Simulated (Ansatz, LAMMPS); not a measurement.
# Elastic response of glassy 68TiO2-32SiO2 (mol %) (84 atoms), part 2 of 4

How stiff is glassy 68TiO2-32SiO2 (mol %) (84 atoms), and how do its levels respond to strain?

Ansatz 0.2.0; Kohn-Sham DFT, PBE, PAW (set soft_2), plane waves.

The cell: 19 Ti, 9 Si and 56 O. The quench rate of 10 K/ps is many orders above laboratory rates. The starting topology of bonds comes from the classical model. Only the Γ point is sampled.

So far. Step 2 (Single point at the start): The r.m.s. force at the start is 1.1 eV/Å. Step 3 (Cell and atoms relaxed): The relaxation converged after 24 steps, with a largest force component of 0.030 eV/Å.

**4. Single point at the relaxed geometry**

The electronic structure is read at the final geometry, in a run of its own.

Input file input.yaml:

```yaml
crystal:
  lattice:
    - [10.4303, -0.0242, -0.1134]
    - [-0.0242, 10.14786, -0.06766]
    - [-0.1134, -0.06766, 10.28421]
  atoms:
    - { symbol: Ti, position: [0.71064, 0.46041, 0.64829] }
    - { symbol: Ti, position: [0.1896, 0.43138, 0.90619] }
    - { symbol: Ti, position: [0.59026, 0.74426, 0.30594] }
    - { symbol: Ti, position: [0.44185, 0.31268, 0.15047] }
    - { symbol: Ti, position: [0.4839, 0.71877, 0.63638] }
    - { symbol: Ti, position: [0.97658, 0.88452, 0.14207] }
    [... 72 atom lines left out ...]
    - { symbol: O, position: [0.46255, 0.14032, 0.77113] }
    - { symbol: O, position: [0.52655, 0.73334, 0.46231] }
    - { symbol: O, position: [0.31193, 0.92932, 0.23686] }
    - { symbol: O, position: [0.59703, 0.60163, 0.69271] }
    - { symbol: O, position: [0.24298, 0.60832, 0.92773] }
    - { symbol: O, position: [0.09035, 0.45236, 0.06985] }
kpoints:
  mp_grid: { grid: [1, 1, 1] }
hamiltonian:
  xc: pbe
scf:
  occupations: { method: gaussian, width: 0.025 }
output:
  forces: true
  stress: true
  populations: true
  dos:
    method: { smearing: { sigma: 0.1 } }
    de: 0.1
    projected: { site_lists: { O: [O], Si: [Si], Ti: [Ti] } }
  eigenvalues: true
  write_density: true
  write_potential: true
  volumetric_format: npy
  elf: true
```

Command:

```sh
$ ansatz run input.yaml --threads 4 --pin off --max-ram 8192MiB --backend cpu --events-out ev --progress --plain --runs-dir out
```

Numbers of over 12 decimals in the logs are rounded to 6 here.

The program printed:

```text
[...]
Crystal: 84 atoms, lattice volume = 1088.350 Å³
Basis set: ecut = 420 eV, 21265 PW (Γ), exchange–correlation on 144×144×144 points (8 copies of the dense FFT grid, shifted against one another)
Bands: 384, of which v1, the nominal top of the filled ones, is band 300 counted from 1 (299 counted from 0)
Symmetry: 1 space group operations
[...]
k-points: 1
[...]
SCF iter   1: F=—  HF=-85094.140316 eV  |F-HF|=—  |Δ(HF+E_count)|=         —  Δρ=4.01e-3  dr2=1.85e-1  ethr=1.77e-3  ⟨swp⟩=6.0  Hψ=1449  notcnv=0  defer=47
[...]
SCF iter  12: F=-85094.131978 eV  HF=-85094.131978 eV  |F-HF|=6.68e-9  |Δ(HF+E_count)|=   4.63e-8  Δρ=1.53e-6  dr2=2.91e-8  ethr=1.67e-11  ⟨swp⟩=7.0  Hψ=1980  notcnv=0
SCF 1 converged in 12 iterations: F = -85094.131978 eV  dr2 = 2.91e-8
[...]
SCF converged after 12 iterations
Free energy (F): -85094.131978 eV
[...]
Internal energy: -85094.131978 eV  (E = F + TS)
E sigma→0 (E₀):  -85094.131978 eV
Fermi energy:    6.156202 eV
[...]
--- Forces (eV/Å), atoms counted from 1 ---
  atom   1  Ti     0.00463998     0.00584491    -0.02516132
  atom   2  Ti     0.00380871     0.01531352     0.00016173
  atom   3  Ti     0.00969437    -0.01112994    -0.02233490
  atom   4  Ti     0.00818466    -0.00544062    -0.00439098
  atom   5  Ti     0.00356929    -0.00950440    -0.00109559
  atom   6  Ti    -0.00832989    -0.02848526     0.00351005
  atom   7  Ti    -0.00606704    -0.01040681    -0.00159137
  atom   8  Ti     0.01236165     0.00329030     0.02082640
  atom   9  Ti    -0.00528757    -0.00128663     0.02072433
  atom  10  Ti     0.01738301    -0.01684173     0.01129629
  atom  11  Ti     0.00428494     0.02711195    -0.00724905
  atom  12  Ti    -0.00495747    -0.02505247    -0.01784731
  atom  13  Ti     0.01049047    -0.00091250    -0.00906900
  atom  14  Ti     0.01865884     0.01541158     0.01121363
[...]
atom  83  O     -0.00120659    -0.00504384     0.00263434
  atom  84  O      0.00171283    -0.00223740     0.00112559
  max |Σ_I F_I| component: 4.72e-5 eV/Å
--- Stress (GPa, compression-positive) ---
       -0.001547       0.001681      -0.016791
        0.001681       0.022433       0.006766
       -0.016791       0.006765       0.027599
  P = ⅓ Tr σ = 0.0162 GPa (0.162 kbar)
--- Band table (eV) ---
[...]
--- Löwdin populations: 84 sites ---
  site symbol       q [e]
     0     Ti     10.6213
     1     Ti     10.6066
     2     Ti     10.6316
[...]
83      O      6.7633
  spilling = 0.005898 (of n_electrons = 600.000000)
```

Wall time 20 s (4 threads of Arm Neoverse V2, shared host); peak memory 1.5 GiB.

The run gave:

| Quantity | Value |
| --- | --- |
| free energy | -85094.1320 eV |
| free energy per atom | -1013.0254 eV/atom |
| SCF cycles | 12 |
| pressure | 0.01616 GPa |
| r.m.s. force component | 0.00989 eV/Å |
| longest force | 0.03581 eV/Å |
| Fermi energy | 6.156 eV |
| gap (highest filled to lowest empty level) | 2.974 eV |
| spilling of the projection | 0.005898 |

Löwdin charges by element and coordination (they lack the spilled electrons, 0.042 e an atom on average):

```
element  coordination  atoms  mean charge (e)  spread   least    most
      O           all     56           -0.674  0.0762  -0.793  -0.546
      O             2     35           -0.655  0.0779  -0.787  -0.546
      O             3     21           -0.707  0.0605  -0.793  -0.623
     Si           all      9             1.70  0.0198    1.66    1.74
     Ti           all     19             1.37  0.0172    1.33    1.40
     Ti             4      5             1.37  0.0186    1.35    1.40
     Ti             5      7             1.36  0.0109    1.35    1.38
     Ti             6      7             1.37  0.0204    1.33    1.39
```

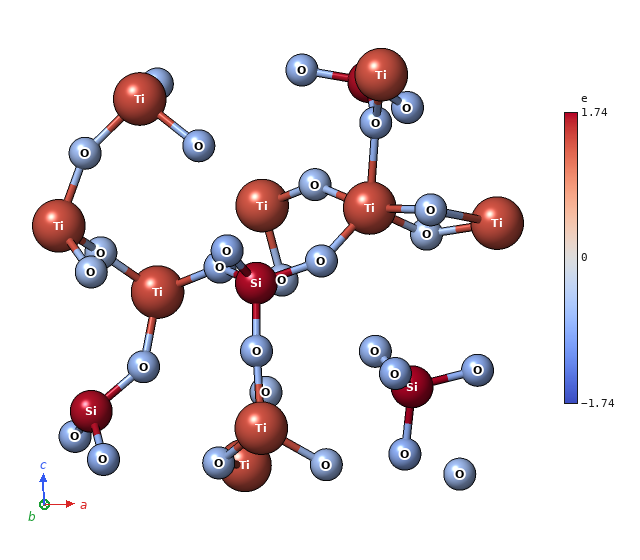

Atoms coloured by Löwdin charge. Drawn is a slice 5 Å thick, seen along the normal of the ac plane. Bonds to atoms that aren't drawn are left out.

States in the cell by windows of 1 eV, zero at the Fermi level; the larger projections on atomic orbitals stand beside the total:

```
from (eV)  to (eV)  total   O p  Ti d   O s
      -18      -17   52.9   0.2   3.6  45.2
      -17      -16    0.6   0.0   0.0   0.5
      -16      -11    0.0   0.0   0.0   0.0
      -11      -10    2.0   1.3   0.0   0.1
      -10       -9    3.4   2.3   0.1   0.2
       -9       -8    6.6   4.4   0.2   0.4
       -8       -7    6.3   4.3   0.4   0.4
       -7       -6   21.6  15.8   1.8   0.5
       -6       -5   46.9  34.3   8.0   0.5
       -5       -4   76.5  58.6  13.9   0.6
       -4       -3   68.1  57.1   8.1   0.6
       -3       -2   75.6  68.1   5.4   0.5
       -2       -1   29.1  27.3   1.2   0.1
       -1        1    0.0   0.0   0.0   0.0
        1        2   27.5   2.3  24.3   0.3
        2        3   59.5   9.1  46.7   1.3
        3        4   47.7   9.4  33.6   2.0
```

Between -26 and -18 eV lie 58 more states.

The stored curve holds about 448 of the 600 electrons; the rest, give or take the few that broadening carries across the Fermi level, lie in deeper levels below its range.

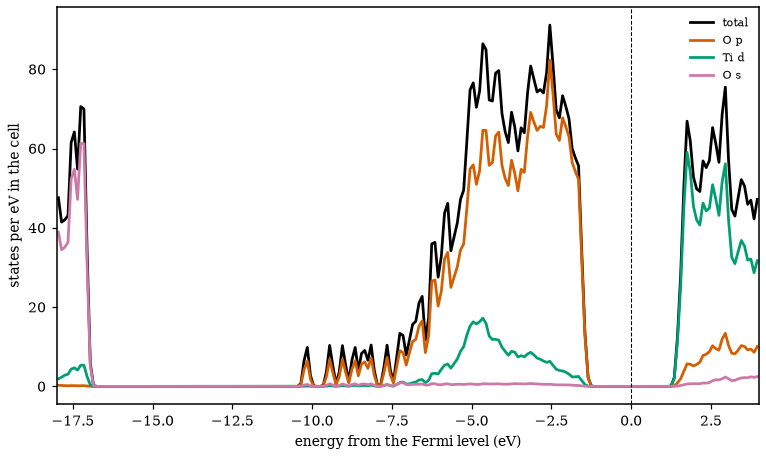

Total and projected density of states, with the broadening of the input.

The levels nearest the highest filled one (over half full), pooled over k-points and spins:

```csv
level less the highest filled one (eV),occupation
-0.227,2
-0.194,2
-0.163,2
-0.118,2
-0.0927,2
0,2
2.97,0
3.07,0
3.12,0
3.15,0
3.19,0
3.23,0
```

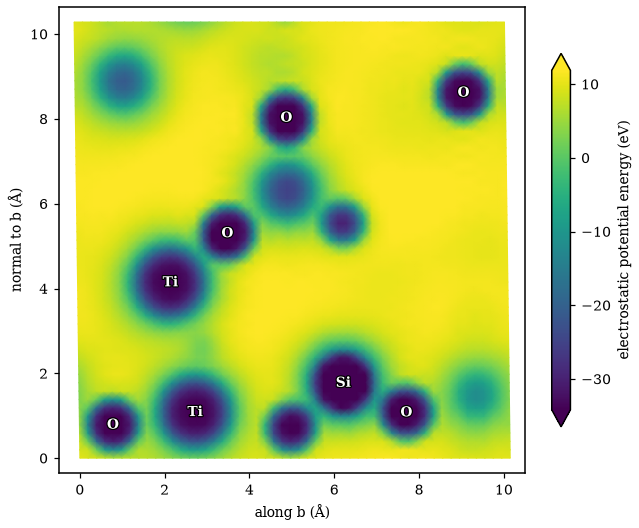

Electrostatic potential energy in the bc plane at fractional x = 0.062, with atoms of Ti and Si and O within 0.2 Å of it. With pseudopotentials it is smooth inside the atoms' cores, unlike the true potential. The map starts off the cell's origin, so that atoms lie inside it.

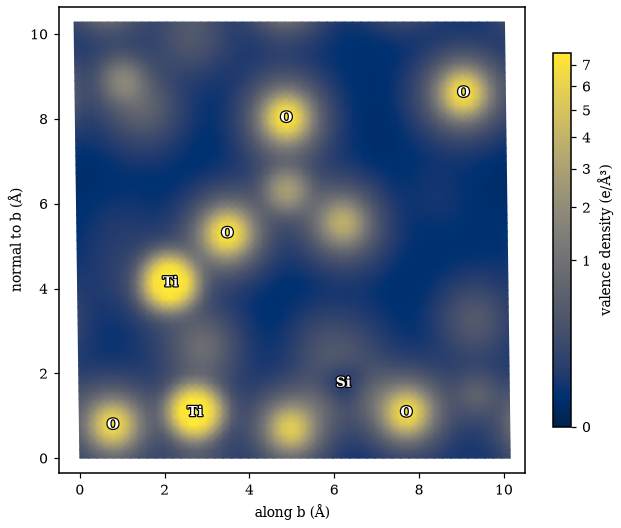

Valence density in the bc plane at fractional x = 0.062, with atoms of Ti and Si and O within 0.2 Å of it. It is the smooth field of the valence electrons, not physical close to the nuclei. The map starts off the cell's origin, so that atoms lie inside it. The colour scale is stretched toward low values.

The highest filled and lowest empty levels differ by 2.97 eV (at Γ alone); a semilocal functional tends to put such gaps too low. In a disordered cell it changes from sample to sample, and tail or defect levels can set it. Mean Löwdin charges: O -0.67, Si +1.70, Ti +1.37 e (they miss 0.59 % of the electrons, so they add up to more than the cell's charge). The largest share in the top eV of filled states is O p (94 % of the projected weight), and in the lowest eV of empty states Ti d (86 % of the projected weight).

**5. Volume -3 %**

The relaxed cell is scaled evenly and the atoms are relaxed again; the stress at the end gives one point of P(V).

Changes to input.yaml since step 4:

```diff
@@ -2,5 +2,5 @@
   lattice:
-    - [10.4303, -0.0242, -0.1134]
-    - [-0.0242, 10.14786, -0.06766]
-    - [-0.1134, -0.06766, 10.28421]
+    - [10.32494, -0.02396, -0.11225]
+    - [-0.02396, 10.04535, -0.06698]
+    - [-0.11225, -0.06698, 10.18032]
   atoms:
@@ -27,12 +27,6 @@
   forces: true
+  eigenvalues: true
   stress: true
-  populations: true
-  dos:
-    method: { smearing: { sigma: 0.1 } }
-    de: 0.1
-    projected: { site_lists: { O: [O], Si: [Si], Ti: [Ti] } }
-  eigenvalues: true
-  write_density: true
-  write_potential: true
-  volumetric_format: npy
-  elf: true
+relax:
+  f_tol: 0.05
+  max_steps: 70
```

The program printed:

```text
Warning: output.stress: scf.convergence.dr2_threshold = 1e-7 eV (the SCF's general default) is looser than the 8.4e-9 eV advised for a printed stress (1e-10 eV for each atom of the cell: 84). What an SCF threshold leaves in a stress goes as its square root, and in the free energy as the threshold itself, and one threshold admits the most on a small cell: [...]
[...]
Crystal: 84 atoms, lattice volume = 1055.700 Å³
Basis set: ecut = 420 eV, 20615 PW (Γ), exchange–correlation on 144×144×144 points (8 copies of the dense FFT grid, shifted against one another)
Bands: 384, of which v1, the nominal top of the filled ones, is band 300 counted from 1 (299 counted from 0)
Symmetry: 1 space group operations
[...]
k-points: 1
[...]
SCF iter   1: F=—  HF=-85093.565210 eV  |F-HF|=—  |Δ(HF+E_count)|=         —  Δρ=4.07e-3  dr2=1.81e-1  ethr=1.77e-3  ⟨swp⟩=6.0  Hψ=1448  notcnv=0  defer=48
[...]
SCF iter   7: F=-85093.555785 eV  HF=-85093.555798 eV  |F-HF|=1.35e-5  |Δ(HF+E_count)|=   2.19e-5  Δρ=5.82e-5  dr2=4.06e-5  ethr=1.04e-8  ⟨swp⟩=10.0  Hψ=1570  notcnv=0
SCF 1 converged in 7 iterations: F = -85093.555785 eV  dr2 = 4.06e-5
[...]
relax step   1: F+E_penalty+E_count = -85093.55578450 eV  Δ(F+E_penalty+E_count) = +0.000e0 eV  max|allowed force component| = 4.426e-1 eV/Å  Δτ_max = 0.0000 Å  (7 SCF iters, dr2 threshold 6.25e-5 eV, accepted)
[...]
relax step   2: F+E_penalty+E_count = -85093.72864027 eV  Δ(F+E_penalty+E_count) = -1.729e-1 eV  max|allowed force component| = 2.813e-1 eV/Å  Δτ_max = 0.0480 Å  (7 SCF iters, dr2 threshold 1.22e-5 eV, accepted)
[...]
relax step   3: F+E_penalty+E_count = -85093.81059430 eV  Δ(F+E_penalty+E_count) = -8.195e-2 eV  max|allowed force component| = 1.547e-1 eV/Å  Δτ_max = 0.0396 Å  (8 SCF iters, dr2 threshold 4.94e-6 eV, accepted)
relax step   4: F+E_penalty+E_count = -85093.82181443 eV  Δ(F+E_penalty+E_count) = -1.122e-2 eV  max|allowed force component| = 3.116e-1 eV/Å  Δτ_max = 0.0969 Å  (8 SCF iters, dr2 threshold 7.25e-6 eV, accepted)
relax step   5: F+E_penalty+E_count = -85093.84429144 eV  Δ(F+E_penalty+E_count) = -2.248e-2 eV  max|allowed force component| = 1.112e-1 eV/Å  Δτ_max = 0.0354 Å  (7 SCF iters, dr2 threshold 2.94e-5 eV, accepted)
relax step   6: F+E_penalty+E_count = -85093.72678480 eV  Δ(F+E_penalty+E_count) = +1.175e-1 eV  max|allowed force component| = 4.199e-1 eV/Å  Δτ_max = 0.1992 Å  (12 SCF iters, rejected (line search))
relax step   7: F+E_penalty+E_count = -85093.84634661 eV  Δ(F+E_penalty+E_count) = -2.055e-3 eV  max|allowed force component| = 1.098e-1 eV/Å  Δτ_max = 0.0460 Å  (12 SCF iters, accepted)
[...]
relax step   8: F+E_penalty+E_count = -85093.84970100 eV  Δ(F+E_penalty+E_count) = -3.354e-3 eV  max|allowed force component| = 4.573e-2 eV/Å  Δτ_max = 0.0292 Å  (9 SCF iters, accepted)
SCF converged after 9 iterations
Free energy (F): -85093.849701 eV
[...]
Internal energy: -85093.849701 eV  (E = F + TS)
E sigma→0 (E₀):  -85093.849701 eV
Fermi energy:    6.547088 eV
[...]
--- Forces (eV/Å), atoms counted from 1 ---
  atom   1  Ti    -0.00213085     0.00206583     0.00097478
  atom   2  Ti    -0.01605092    -0.01266645     0.00328010
  atom   3  Ti     0.00263660    -0.00567586    -0.00293730
  atom   4  Ti    -0.00400030     0.01377309     0.00411483
  atom   5  Ti    -0.00555535    -0.01073672    -0.00631023
  atom   6  Ti     0.01608915     0.01495502    -0.02942331
  atom   7  Ti     0.00524828    -0.00872157     0.00045232
  atom   8  Ti     0.00525498    -0.01241139     0.01773169
  atom   9  Ti     0.02497797     0.01090443     0.01557447
  atom  10  Ti     0.00840523    -0.00789156     0.01689368
  atom  11  Ti     0.00891273    -0.00174832     0.00983692
  atom  12  Ti    -0.01348908     0.02740452     0.01173441
  atom  13  Ti     0.01279270     0.02605132     0.00394910
  atom  14  Ti     0.02154080    -0.00614014    -0.01599441
[...]
atom  83  O      0.01102228     0.02016962     0.00047057
  atom  84  O      0.00830716     0.00887688    -0.00280190
  max |Σ_I F_I| component: 1.00e-4 eV/Å
--- Stress (GPa, compression-positive) ---
        2.805677      -0.214029       0.006543
       -0.214029       2.904111       0.022784
        0.006543       0.022783       2.815960
  P = ⅓ Tr σ = 2.8419 GPa (28.419 kbar)
--- Band table (eV) ---
[...]
--- Relaxed structure (8 steps of the walk, 7 accepted, 0 SCFs on fresh bases) ---
  F+E_penalty+E_count = -85093.84970100 eV   max|allowed force component| = 4.573e-2 eV/Å
  atoms:
    - { symbol: Ti, position: [0.709182, 0.460930, 0.649870] }
    - { symbol: Ti, position: [0.188873, 0.430073, 0.905283] }
    - { symbol: Ti, position: [0.592917, 0.744117, 0.306373] }
    - { symbol: Ti, position: [0.441297, 0.313205, 0.151820] }
[...]
- { symbol: O, position: [0.089356, 0.448115, 0.072559] }
```

The job ended after 99 s (4 threads; peak memory 1.5 GiB).

The program notes that the SCF threshold is loose for the stress.

The relaxation converged after 8 steps, 0.294 eV below its start, with a largest force component of 0.046 eV/Å.

Volume -3 %: the energy stands 0.282 eV above that of the reference, at a pressure of 2.84 GPa.

**6. Volume +3 %**

The relaxed cell is scaled to another volume.

Input and log are left out; they have the form of those shown for this kind of step.

Elapsed: 1.9 min, on 4 threads of Arm Neoverse V2, shared host; peak memory 1.5 GiB.

The relaxation converged after 9 steps, 0.274 eV below its start, with a largest force component of 0.036 eV/Å.

Volume +3 %: the energy stands 0.231 eV above that of the reference, at a pressure of -2.27 GPa.

**7. Volume -6 %**

The relaxed cell is scaled to another volume.

Input and log are left out; they have the form of those shown for this kind of step.

It took 1.8 min on 4 threads of Arm Neoverse V2, shared host; peak memory 1.4 GiB.

The relaxation converged after 9 steps, 1.23 eV below its start, with a largest force component of 0.027 eV/Å.

Volume -6 %: the energy stands 1.18 eV above that of the reference, at a pressure of 6.10 GPa.

**8. Volume +6 %**

The relaxed cell is scaled to another volume.

Input and log are left out; they have the form of those shown for this kind of step.

It took 2.8 min on 4 threads of Arm Neoverse V2, shared host; peak memory 1.6 GiB.

The relaxation converged after 13 steps, 1.11 eV below its start, with a largest force component of 0.044 eV/Å.

Volume +6 %: the energy stands 0.832 eV above that of the reference, at a pressure of -3.63 GPa.

(Continued in part 3 of 4.)

[Logs are printed without paths, hosts, clocks, repeated set-up lines and the standing remarks that a program may print on its own settings, such as how far it seeks lower states.]

[Hosts, paths, dates, database ids (printed as entryN), source tags and the programs' standing remarks are cut or masked in the printed files.]
